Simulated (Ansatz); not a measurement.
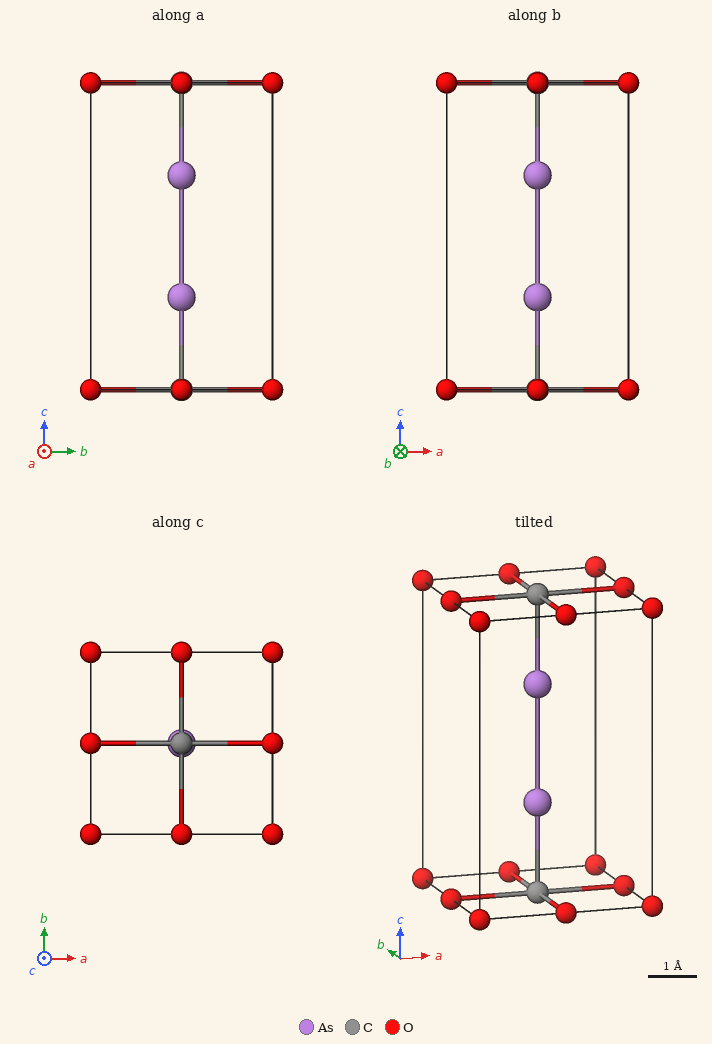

A ball-and-stick rendering, viewed along the a axis, along the b axis, along the c axis and slightly off an axis. Lines trace the edges of the conventional unit cell.

Lattice parameters: a = 3.816 Å, b = 3.816 Å, c = 6.438 Å, α = 90.00°, β = 90.00°, γ = 90.00°.

Question: Record the structure as a table of Wyckoff sites, with free fractional coordinates to two decimals.

Answer: Space group P4/mmm (No. 123).
```
atom  site     x     y     z
  As    2h  0.50  0.50  0.30
   C    1c  0.50  0.50  0.00
   O    2f  0.00  0.50  0.00
   O    1a  0.00  0.00  0.00
```

Its origin is a random cell made by a generator, so it need not be a real form of the compound. Earlier steps of the study, as a rule a relaxation of our own, may have changed the cell and positions, so they can lie some per cent off the listed ones. Ansatz was used for an electronic-structure calculation on it.
